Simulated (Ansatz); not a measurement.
In$_{2}$N: geometry relaxation

In$_{2}$N, multiplicity 2, computed with UKS PBE-D4/def2-TZVP (Ansatz 0.2.0).

The geometry: GFN1-xTB start.

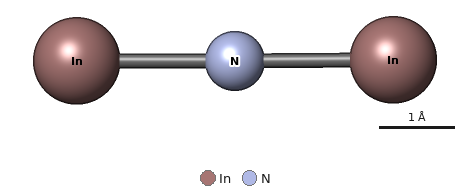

**Figure 1.** The starting structure (ball-and-stick view, seen on its broad side). Sticks mark near contacts. Bond lengths as drawn: In–N 2.13 Å.

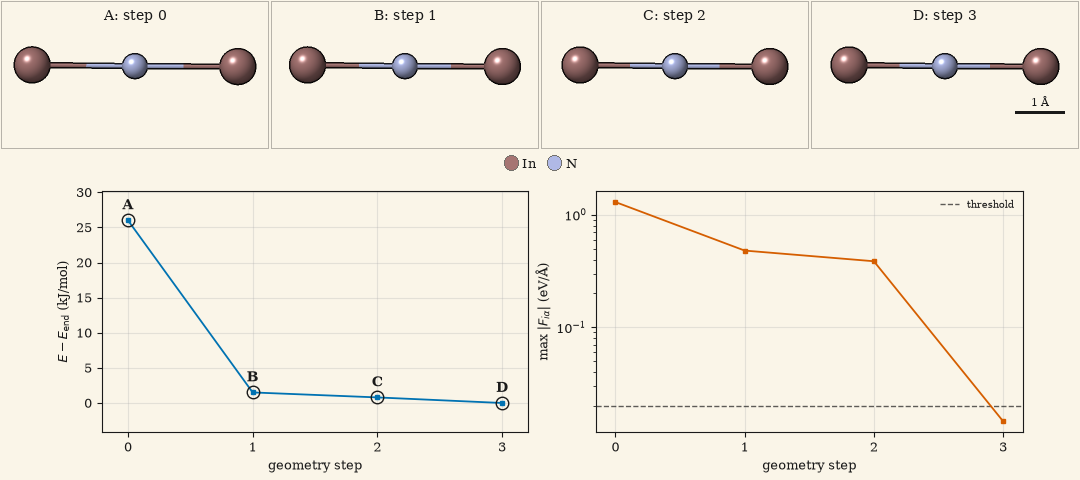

**Figure 2.** Frames of the relaxation (ball-and-stick view, seen at a tilt) above the curves, on which the letters mark them (the first geometry is step 0 here and step 1 in the log).

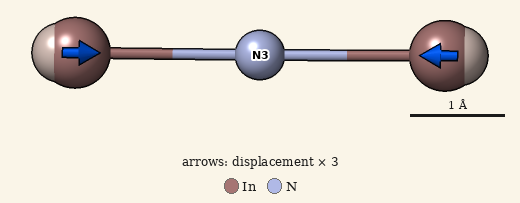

**Figure 3.** Start (faint) and end (solid) with the displacements as blue arrows, magnified 3 times (ball-and-stick view, seen at a tilt). The two geometries are laid on each other by the best rigid fit. Over 3 geometry steps the energy falls by 26.0 kJ/mol. Largest force component: 1.3 eV/Å at the start, 0.015 eV/Å at the end. The largest moves after the best rigid fit, 0.14 Å, are those of In1 and In2. N stays in place. Among the contacts that change: In1–N3 2.129 → 1.987 Å. (Atoms are counted from 1 in the order of the input.)

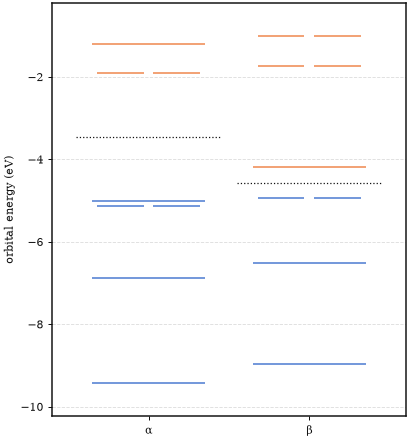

**Figure 4.** Orbital energies near the frontier for α and β spins; the dotted line parts filled from empty levels, and levels within 0.02 eV of each other stand side by side. α: highest filled −5.02 eV, lowest empty −1.91 eV, 3.11 eV apart; β: highest filled −4.94 eV, lowest empty −4.20 eV, 0.74 eV apart.

The input and output of the run follow.

**The input**
```yaml
crystal:
  periodic: [false, false, false]
  atoms:
    - {symbol: In, position_ang: [-0.434260, -2.062740, 0.304000]}
    - {symbol: In, position_ang: [0.429110, 2.064870, -0.302650]}
    - {symbol: N, position_ang: [0.005160, -0.002130, -0.001350]}
basis:
  gaussian: {orbitals: def2-TZVP}
magnetization: {spin_polarized: true, initial_magnetization: 1}
hamiltonian: {xc: pbe, dispersion: d4}
scf: {lower_state_search: "off"}
output: {orbitals: {seedname: orbitals}}
relax: {f_tol: 0.02, max_steps: 100}
```

Launch command:
```bash
ansatz run in.yaml --threads 4 --pin off --events-out ev --progress --plain --max-ram 3916MiB
```

**The program's output**
```
Functional definition: PBE
  name "PBE"
  cite "Perdew, Burke & Ernzerhof, Phys. Rev. Lett. 77, 3865 (1996) doi:10.1103/PhysRevLett.77.3865"
  parent pbe
  parameter kappa = 0.804
  parameter beta = 0.06672455060314922
  exchange = pbe_x(kappa = kappa, mu = beta*pi^2/3)
  correlation = pbe_c(beta = beta)
these checks for a lower state are left out or cut short: stability, starts, cluster_reference, orbital_swaps, neighbouring_geometries, increment
931 factors; their error is unknown
mean field evaluation 1: about -11808.3186 eV, gradient 7.7e1 eV
mean field evaluation 2: about -11572.5257 eV, gradient 1.2e2 eV
mean field evaluation 4: about -11749.0765 eV, gradient 1.4e2 eV
mean field evaluation 8: about -11836.0343 eV, gradient 9.1e-1 eV
mean field evaluation 16: about -11836.0453 eV, gradient 2.2e-2 eV
mean field -11836.04568377 eV, -434.9666561187 hartree, gradient 2.7e-6 eV, S^2 0.760704; 0 other end points of the search recorded, 0 dependent functions left out
the calculation of the forces begins
reference -11836.04572667 eV, -434.9666576951 hartree; 25, 24 occupied and 106, 107 virtual orbitals, 931 factors
relax step   1: F+E_penalty+E_count = -11836.16253332 eV  Δ(F+E_penalty+E_count) = +0.000e0 eV  max|allowed force component| = 1.295e0 eV/Å  Δτ_max = 0.0000 Å  (98 SCF iters, accepted)
these checks for a lower state are left out or cut short: stability, starts, cluster_reference, orbital_swaps, neighbouring_geometries, increment
931 factors; their error is unknown
mean field evaluation 32: about -11836.2948 eV, gradient 5.0e-2 eV
mean field -11836.29482036 eV, -434.9758117195 hartree, gradient 9.4e-6 eV, S^2 0.754835; 0 other end points of the search recorded, 0 dependent functions left out
the calculation of the forces begins
reference -11836.29486336 eV, -434.9758132995 hartree; 25, 24 occupied and 106, 107 virtual orbitals, 931 factors
relax step   2: F+E_penalty+E_count = -11836.41653170 eV  Δ(F+E_penalty+E_count) = -2.540e-1 eV  max|allowed force component| = 4.802e-1 eV/Å  Δτ_max = 0.1112 Å  (37 SCF iters, accepted)
these checks for a lower state are left out or cut short: stability, starts, cluster_reference, orbital_swaps, neighbouring_geometries, increment
931 factors; their error is unknown
mean field -11836.30018138 eV, -434.9760087335 hartree, gradient 1.9e-6 eV, S^2 0.754349; 0 other end points of the search recorded, 0 dependent functions left out
the calculation of the forces begins
reference -11836.30022451 eV, -434.9760103182 hartree; 25, 24 occupied and 106, 107 virtual orbitals, 931 factors
relax step   3: F+E_penalty+E_count = -11836.42388699 eV  Δ(F+E_penalty+E_count) = -7.355e-3 eV  max|allowed force component| = 3.861e-1 eV/Å  Δτ_max = 0.0526 Å  (24 SCF iters, accepted)
these checks for a lower state are left out or cut short: stability, starts, cluster_reference, orbital_swaps, neighbouring_geometries, increment
931 factors; their error is unknown
mean field -11836.30917259 eV, -434.9763391544 hartree, gradient 1.3e-6 eV, S^2 0.754524; 0 other end points of the search recorded, 0 dependent functions left out
the calculation of the forces begins
reference -11836.30921567 eV, -434.9763407373 hartree; 25, 24 occupied and 106, 107 virtual orbitals, 931 factors
relax step   4: F+E_penalty+E_count = -11836.43211922 eV  Δ(F+E_penalty+E_count) = -8.232e-3 eV  max|allowed force component| = 1.467e-2 eV/Å  Δτ_max = 0.0207 Å  (24 SCF iters, accepted)
Total energy: -11836.43216229 eV, -434.9808589424 hartree
Atom 0 at    -0.405409    -1.924858     0.283732 Å, force    -0.002859    -0.014654     0.002093 eV/Å
Atom 1 at     0.400114     1.926179    -0.282270 Å, force     0.003273     0.014666    -0.002217 eV/Å
Atom 2 at     0.005305    -0.001321    -0.001462 Å, force    -0.000414    -0.000012     0.000124 eV/Å
Dipole moment:    -0.004299     0.001069     0.001186 e Å
Checks for a lower state left out: stability, starts, cluster_reference, orbital_swaps, neighbouring_geometries, increment
```

**Trajectory as extended XYZ (Å, eV, eV/Å), 4 frames, from step=1 to step=4**
```
3
Properties=species:S:1:pos:R:3:forces:R:3 step=1 energy=-11836.16253
In   -0.4343   -2.0627    0.3040    0.2731   1.2856  -0.1902
In    0.4291    2.0649   -0.3026   -0.2666  -1.2946   0.1890
N     0.0052   -0.0021   -0.0014   -0.0066   0.0090   0.0012
3
Properties=species:S:1:pos:R:3:forces:R:3 step=2 energy=-11836.41653
In   -0.4120   -1.9555    0.2883    0.1007   0.4710  -0.0699
In    0.4064    1.9571   -0.2868   -0.0982  -0.4802   0.0699
N     0.0056   -0.0016   -0.0015   -0.0025   0.0091   0.0000
3
Properties=species:S:1:pos:R:3:forces:R:3 step=3 energy=-11836.42389
In   -0.4013   -1.9050    0.2808   -0.0792  -0.3729   0.0552
In    0.3959    1.9061   -0.2793    0.0795   0.3861  -0.0564
N     0.0055   -0.0011   -0.0015   -0.0003  -0.0132   0.0012
3
Properties=species:S:1:pos:R:3:forces:R:3 step=4 energy=-11836.43212
In   -0.4054   -1.9249    0.2837   -0.0029  -0.0147   0.0021
In    0.4001    1.9262   -0.2823    0.0033   0.0147  -0.0022
N     0.0053   -0.0013   -0.0015   -0.0004   0.0000   0.0001
```

**Key numbers**

```tsv
quantity	value
outcome	converged
total energy	−11836.4322 eV
mean-field energy	−11836.3092 eV
dispersion energy	−0.1229 eV
⟨S²⟩	0.755
HOMO (either spin)	−4.94 eV
LUMO (either spin)	−4.20 eV
largest force (length of the vector) at the end	0.015 eV/Å
dipole moment	0.02 D
hardware	4 threads of Arm Neoverse V2, 23 GiB of memory available, shared host
wall time	7.5 s (CPU time 27 s)
peak memory	0.26 GiB
```
